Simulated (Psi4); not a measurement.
# Excited-state calculation, with input and output: BPH₆

BPH₆, computed with TDDFT (B3LYP)/6-31G**, RKS (Psi4 1.11).

The geometry was optimised with B3LYP/6-31G**.

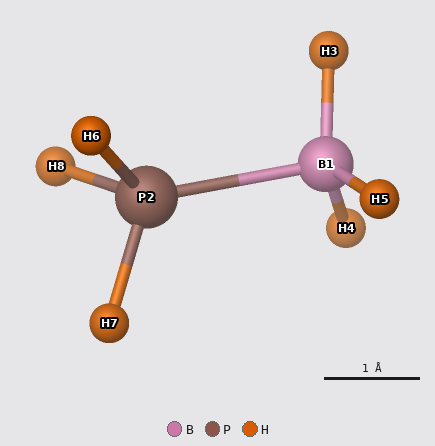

Fig. 1: The structure (ball-and-stick view, seen at a tilt; atoms are numbered from 1 in the order of the input).

**Input (run.py)**
```python
import psi4

psi4.set_memory(1600000000)
psi4.set_num_threads(1)
psi4.core.set_output_file('bh6p.out', False)

geom = psi4.geometry("""
B     -0.573771     0.234553    -0.942282
P      0.440538    -0.184355     0.678354
H     -1.706918     0.348444    -0.542330
H     -0.381050    -0.724371    -1.649575
H     -0.069436     1.259738    -1.331635
H      0.429188     0.751282     1.734494
H      1.832486    -0.384607     0.562733
H      0.099147    -1.348850     1.398344
symmetry c1
""")

psi4.set_options(dict(basis='6-31G**', save_jk=True))

from psi4.driver.procrouting.response.scf_response import tdscf_excitations
e_tot, wfn = psi4.energy('b3lyp', return_wfn=True)
states = tdscf_excitations(wfn, states=6, tda=False)
for k, s in enumerate(states, 1):
    print(f"root {k}: {s['EXCITATION ENERGY'] * 27.211386:.4f} eV  f = {s['OSCILLATOR STRENGTH (LEN)']:.4f}  {s['SYMMETRY']}")
print(f'total energy {e_tot:.8f} hartree = {e_tot * 27.211386:.5f} eV')
```

Machine: 1 thread of Intel Xeon (Sapphire Rapids), 176 GiB of memory available, shared host.

Launched with:
```bash
python run.py
```

**What the program printed**
```
=> Loading Basis Set <=

    Name: 6-31G**
    Role: ORBITAL
    Keyword: BASIS

         ---------------------------------------------------------
                                   SCF
                              RKS Reference
                        1 Threads,   1525 MiB Core
         ---------------------------------------------------------

  ==> Geometry <==

    Molecular point group: c1
    Full point group: C1

    Geometry (in Angstrom), charge = 0, multiplicity = 1:

       Center              X                  Y                   Z               Mass
    ------------   -----------------  -----------------  -----------------  -----------------
         B           -0.730616825717     0.301740899549    -1.167363787861    11.009305360000
         P            0.283692174283    -0.117167100451     0.453272212139    30.973761998420
         H           -1.863763825717     0.415631899549    -0.767411787861     1.007825032230
         H           -0.537895825717    -0.657183100451    -1.874656787861     1.007825032230
         H           -0.226281825717     1.326925899549    -1.556716787861     1.007825032230
         H            0.272342174283     0.818469899549     1.509412212139     1.007825032230
         H            1.675640174283    -0.317419100451     0.337651212139     1.007825032230
         H           -0.057698825717    -1.281662100451     1.173262212139     1.007825032230

  Running in c1 symmetry.

  Rotational constants: A =      1.90785  B =      0.34623  C =      0.34623 [cm^-1]
  Rotational constants: A =  57195.85458  B =  10379.58986  C =  10379.57861 [MHz]
  Nuclear repulsion =   58.833219396380024

  Charge       = 0
  Multiplicity = 1
  Electrons    = 26
  Nalpha       = 13
  Nbeta        = 13

  ==> Algorithm <==

  SCF Algorithm Type is DF.
  DIIS enabled.
  MOM disabled.
  Fractional occupation disabled.
  Guess Type is SAD.
  Energy threshold   = 1.00e-06
  Density threshold  = 1.00e-06
  Integral threshold = 1.00e-12

  ==> Primary Basis <==

  Basis Set: 6-31G**
    Blend: 6-31G**
    Number of shells: 32
    Number of basis functions: 64
    Number of Cartesian functions: 64
    Spherical Harmonics?: false
    Max angular momentum: 2

  ==> DFT Potential <==

   => LibXC <=

    Version 7.1.2

   => Composite Functional: B3LYP <=

    B3LYP Hyb-GGA Exchange-Correlation Functional

    Deriv               =              1
    GGA                 =           TRUE
    Meta                =          FALSE

    Exchange Hybrid     =           TRUE
    MP2 Hybrid          =          FALSE

   => Exchange Functionals <=

    0.0800   Slater exchange
    0.7200         Becke 88

   => Exact (HF) Exchange <=

    0.2000               HF

   => Correlation Functionals <=

    0.1900   Vosko, Wilk & Nusair (VWN5_RPA)
    0.8100   Lee, Yang & Parr

   => LibXC Density Thresholds  <==

    XC_HYB_GGA_XC_B3LYP:  1.00E-15

   => Molecular Quadrature <=

    Radial Scheme          =       TREUTLER
    Pruning Scheme         =           NONE
    Nuclear Scheme         =       TREUTLER

    Blocking Scheme        =         OCTREE
    BS radius alpha        =              1
    Pruning alpha          =              1
    Radial Points          =             75
    Spherical Points       =            302
    Total Points           =         173181
    Total Blocks           =           1337
    Max Points             =            256
    Max Functions          =             64
    Weights Tolerance      =       1.00E-15

   => Loading Basis Set <=

    Name: (6-31G** AUX)
    Role: JKFIT
    Keyword: DF_BASIS_SCF

  ==> Integral Setup <==

  DFHelper Memory: AOs need 0.013 GiB; user supplied 0.853 GiB.
  SCF_SUBTYPE=INCORE selected. In-core MEM_DF algorithm will be used.
  Using in-core AOs.

  ==> MemDFJK: Density-Fitted J/K Matrices <==

    J tasked:                   Yes
    K tasked:                   Yes
    wK tasked:                   No
    Memory [MiB]:               873
    Algorithm:                 Core
    Schwarz Cutoff:           1E-12
    Mask sparsity (%):       0.0000
    Fitting Condition:        1E-10

   => Auxiliary Basis Set <=

  Basis Set: (6-31G** AUX)
    Blend: CC-PVDZ-JKFIT
    Number of shells: 114
    Number of basis functions: 361
    Number of Cartesian functions: 361
    Spherical Harmonics?: false
    Max angular momentum: 3

  Cached 100.0% of DFT collocation blocks in 0.265 [GiB].

  Minimum eigenvalue in the overlap matrix is 7.8442453640E-03.
  Reciprocal condition number of the overlap matrix is 1.2906866842E-03.
    Using symmetric orthogonalization.

  ==> Pre-Iterations <==

  SCF Guess: Superposition of Atomic Densities via on-the-fly atomic UHF (no occupation information).

   -------------------------
    Irrep   Nso     Nmo
   -------------------------
     A         64      64
   -------------------------
    Total      64      64
   -------------------------

  ==> Iterations <==

                           Total Energy        Delta E     RMS |[F,P]|

   @DF-RKS iter SAD:  -369.37449782159820   -3.69374e+02   0.00000e+00
   @DF-RKS iter   1:  -369.64112409082151   -2.66626e-01   7.10480e-03 DIIS/ADIIS
   @DF-RKS iter   2:  -369.63675007695088    4.37401e-03   6.96125e-03 DIIS/ADIIS
   @DF-RKS iter   3:  -369.79329025871857   -1.56540e-01   4.18415e-04 DIIS/ADIIS
   @DF-RKS iter   4:  -369.79376605739873   -4.75799e-04   1.37107e-04 DIIS/ADIIS
   @DF-RKS iter   5:  -369.79381706849477   -5.10111e-05   3.86968e-05 DIIS
   @DF-RKS iter   6:  -369.79382113936316   -4.07087e-06   1.98190e-06 DIIS
   @DF-RKS iter   7:  -369.79382115584139   -1.64782e-08   4.44883e-07 DIIS
  Energy and wave function converged.

  ==> Post-Iterations <==

   Electrons on quadrature grid:
      Ntotal   =   26.0000080574 ; deviation = 8.057e-06

    Orbital Energies [Eh]
    ---------------------

    Doubly Occupied:

       1A    -77.138279     2A     -6.688358     3A     -6.611521
       4A     -4.773478     5A     -4.773478     6A     -4.769778
       7A     -0.703683     8A     -0.498400     9A     -0.439678
      10A     -0.439678    11A     -0.316297    12A     -0.299566
      13A     -0.299564

    Virtual:

      14A      0.022624    15A      0.022626    16A      0.057776
      17A      0.072387    18A      0.178431    19A      0.178436
      20A      0.189597    21A      0.260270    22A      0.260273
      23A      0.290328    24A      0.409673    25A      0.447005
      26A      0.447008    27A      0.468087    28A      0.625220
      29A      0.625234    30A      0.652384    31A      0.652389
      32A      0.778213    33A      0.901564    34A      0.916836
      35A      0.916846    36A      0.948140    37A      1.056368
      38A      1.106867    39A      1.106878    40A      1.317327
      41A      1.317343    42A      1.736147    43A      1.736158
      44A      1.799627    45A      1.915904    46A      1.998053
      47A      1.998059    48A      2.057609    49A      2.157345
      50A      2.157352    51A      2.233482    52A      2.346170
      53A      2.346189    54A      2.401717    55A      2.556290
      56A      2.638733    57A      2.638748    58A      2.779845
      59A      2.779848    60A      3.026737    61A      3.233657
      62A      3.233659    63A      3.529602    64A      3.654901

    Final Occupation by Irrep:
              A
    DOCC [    13 ]
    NA   [    13 ]
    NB   [    13 ]

  @DF-RKS Final Energy:  -369.79382115584139

   => Energetics <=

    Nuclear Repulsion Energy =             58.8332193963800236
    One-Electron Energy =                -624.7487789959279780
    Two-Electron Energy =                 219.9505731590585924
    DFT Exchange-Correlation Energy =     -23.8288347153521194
    Empirical Dispersion Energy =           0.0000000000000000
    VV10 Nonlocal Energy =                  0.0000000000000000
    Total Energy =                       -369.7938211558414423

Computation Completed

Properties will be evaluated at   0.000000,   0.000000,   0.000000 [a0]

Properties computed using the SCF density matrix

 Multipole Moments:

 ------------------------------------------------------------------------------------
     Multipole            Electronic (a.u.)      Nuclear  (a.u.)        Total (a.u.)
 ------------------------------------------------------------------------------------

 L = 1.  Multiply by 2.5417464519 to convert [e a0] to [Debye]
 Dipole X            :          1.0860669           -0.2557923            0.8302746
 Dipole Y            :         -0.4486485            0.1057517           -0.3428968
 Dipole Z            :          1.7351262           -0.4085503            1.3265759
 Magnitude           :                                                    1.6021042

 ------------------------------------------------------------------------------------

	total time  =          5 seconds =       0.08 minutes

******************************************************************************************
**********                               WARNING                                **********
**********       The names of excited state variables changed between 1.5       **********
**********     and 1.6. For a quick solution, remove the symmetry specifier     **********
**********   from the variable name. For full details, see 'Notes on Psivars'   **********
**********                        in the documentation.                         **********
******************************************************************************************

         ---------------------------------------------------------
                         TDSCF excitation energies
         ---------------------------------------------------------

  ==> Options <==

     Residual threshold  : 1.0000e-04
     Initial guess       : denominators
     Reference           : RHF
     Solver type         : RPA (Hamiltonian)

  ==> Requested Excitations <==

      6 singlet states with A symmetry

  ==> Seeking the lowest 6 singlet states with A symmetry

                        Generalized Hamiltonian Solver

  ==> Options <==

    Max number of iterations        = 60
    Eigenvector tolerance           = 1.0000e-04
    Max number of expansion vectors = 1200

  => Iterations <=
                              Max[D[value]]     Max[|R|]   # vectors
  HamiltonianSolver iter   1:   3.08523e-01  1.02909e-01     24
  HamiltonianSolver iter   2:   3.94011e-03  3.98116e-02     36
  HamiltonianSolver iter   3:   2.48539e-04  9.65526e-03     48
  HamiltonianSolver iter   4:   1.23679e-05  3.38814e-03     60
  HamiltonianSolver iter   5:   9.37914e-07  8.42072e-04     70
  HamiltonianSolver iter   6:   6.06805e-08  2.07988e-04     80
  HamiltonianSolver iter   7:   3.75426e-09  9.68410e-05     86      Converged

******************************************************************************************
**********                               WARNING                                **********
**********  Length-gauge rotatory strengths are **NOT** gauge-origin invariant  **********
******************************************************************************************

                                    Excitation Energy         Total Energy        Oscillator Strength             Rotatory Strength
     #   Sym: GS->ES (Trans)        au              eV              au          au (length)    au (velocity)    au (length)    au (velocity)
    ---- -------------------- --------------- --------------- --------------- --------------- --------------- --------------- ---------------
     1        A->A (1 A)       0.28090         7.64357        -369.51293       0.0000          0.0000         -0.0000         -0.0000
     2        A->A (1 A)       0.28409         7.73060        -369.50973       0.0025          0.0016          0.0000          0.0000
     3        A->A (1 A)       0.28410         7.73065        -369.50972       0.0025          0.0016          0.0000          0.0000
     4        A->A (1 A)       0.30005         8.16479        -369.49377       0.0634          0.0305         -0.0000         -0.0000
     5        A->A (1 A)       0.30437         8.28235        -369.48945       0.0510          0.0662          0.0000          0.0000
     6        A->A (1 A)       0.30437         8.28242        -369.48945       0.0510          0.0662          0.0000          0.0000

Contributing excitations and de-excitations
Only contributions with abs(coeff) > 1.00e-01 will be printed:

Excited State    1 (1 A):   0.28090 au   162.21 nm f = 0.0000
  Sums of squares: Xssq =  1.000022e+00; Yssq =  2.168119e-05; Xssq - Yssq =  1.000000e+00
     12a  ->  14a    -0.601711 (36.206%)
     12a  ->  15a    -0.370841 (13.752%)
     13a  ->  14a    -0.371289 (13.786%)
     13a  ->  15a     0.601666 (36.200%)

Excited State    2 (1 A):   0.28409 au   160.38 nm f = 0.0025
  Sums of squares: Xssq =  1.000375e+00; Yssq =  3.754007e-04; Xssq - Yssq =  1.000000e+00
     11a  ->  14a    -0.231603 ( 5.364%)
     11a  ->  15a     0.143836 ( 2.069%)
     12a  ->  14a     0.649422 (42.175%)
     12a  ->  15a    -0.194591 ( 3.787%)
     13a  ->  14a     0.194459 ( 3.781%)
     13a  ->  15a     0.649545 (42.191%)

Excited State    3 (1 A):   0.28410 au   160.38 nm f = 0.0025
  Sums of squares: Xssq =  1.000376e+00; Yssq =  3.755370e-04; Xssq - Yssq =  1.000000e+00
     11a  ->  14a    -0.143883 ( 2.070%)
     11a  ->  15a    -0.231605 ( 5.364%)
     12a  ->  14a    -0.194741 ( 3.792%)
     12a  ->  15a    -0.649534 (42.189%)
     13a  ->  14a     0.649423 (42.175%)
     13a  ->  15a    -0.194323 ( 3.776%)

Excited State    4 (1 A):   0.30005 au   151.85 nm f = 0.0634
  Sums of squares: Xssq =  1.002215e+00; Yssq =  2.214783e-03; Xssq - Yssq =  1.000000e+00
     11a  ->  16a    -0.379129 (14.374%)
     11a  ->  17a     0.184449 ( 3.402%)
     12a  ->  14a     0.335334 (11.245%)
     12a  ->  15a    -0.543758 (29.567%)
     13a  ->  14a    -0.543682 (29.559%)
     13a  ->  15a    -0.335308 (11.243%)

Excited State    5 (1 A):   0.30437 au   149.70 nm f = 0.0510
  Sums of squares: Xssq =  1.002352e+00; Yssq =  2.352127e-03; Xssq - Yssq =  1.000000e+00
     11a  ->  14a     0.782608 (61.248%)
     11a  ->  15a     0.444291 (19.739%)
     12a  ->  15a    -0.188791 ( 3.564%)
     13a  ->  14a     0.188721 ( 3.562%)
     13a  ->  16a    -0.283516 ( 8.038%)

Excited State    6 (1 A):   0.30437 au   149.70 nm f = 0.0510
  Sums of squares: Xssq =  1.002352e+00; Yssq =  2.352338e-03; Xssq - Yssq =  1.000000e+00
     11a  ->  14a    -0.444361 (19.746%)
     11a  ->  15a     0.782615 (61.249%)
     12a  ->  14a    -0.188653 ( 3.559%)
     12a  ->  16a    -0.283411 ( 8.032%)
     13a  ->  15a    -0.188818 ( 3.565%)

******************************************************************************************
**********                               WARNING                                **********
**********       The names of excited state variables changed between 1.5       **********
**********     and 1.6. For a quick solution, remove the symmetry specifier     **********
**********   from the variable name. For full details, see 'Notes on Psivars'   **********
**********                        in the documentation.                         **********
******************************************************************************************
```

**Standard output**
```
Memory set to   1.490 GiB by Python driver.
  Threads set to 1 by Python driver.
root 1: 7.6436 eV  f = 0.0000  A
root 2: 7.7306 eV  f = 0.0025  A
root 3: 7.7307 eV  f = 0.0025  A
root 4: 8.1648 eV  f = 0.0634  A
root 5: 8.2824 eV  f = 0.0510  A
root 6: 8.2824 eV  f = 0.0510  A
total energy -369.79382116 hartree = -10062.60241 eV
```

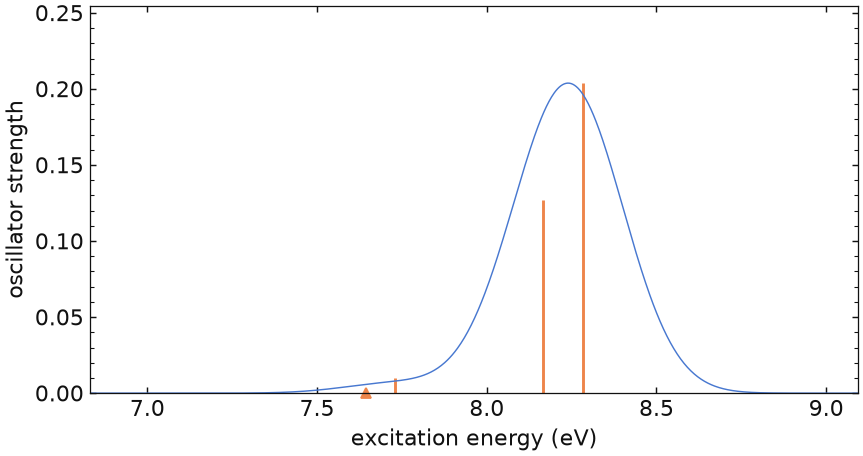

Fig. 2: Computed excitations as sticks (degenerate states added up, dark ones marked on the axis), with a Gaussian envelope of 0.35 eV full width at half maximum, scaled to the tallest. Of the 12 states the lowest lies at 7.64 eV (f = 0.000); the strongest line is at 8.28 eV, or 150 nm (f = 0.204, summed over 4 states that lie within 0.004 eV).

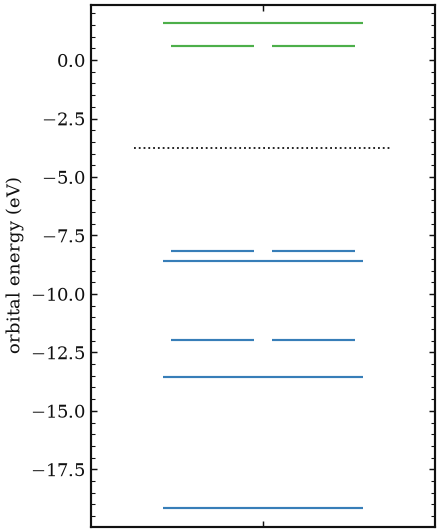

Fig. 3: Orbital energies near the frontier; the dotted line parts filled from empty levels, and levels within 0.02 eV of each other stand side by side. Highest filled −8.15 eV, lowest empty 0.62 eV, 8.77 eV apart.

**Results in brief**

| quantity | value |
| --- | --- |
| outcome | converged |
| total energy | −369.793821 hartree |
| basis functions | 64 |
| HOMO | −8.15 eV |
| LUMO | 0.62 eV |
| dipole moment | 4.07 D |
| lowest excitation | 7.64 eV |
| wall time | 22 s |
| peak memory | 0.5 GiB |
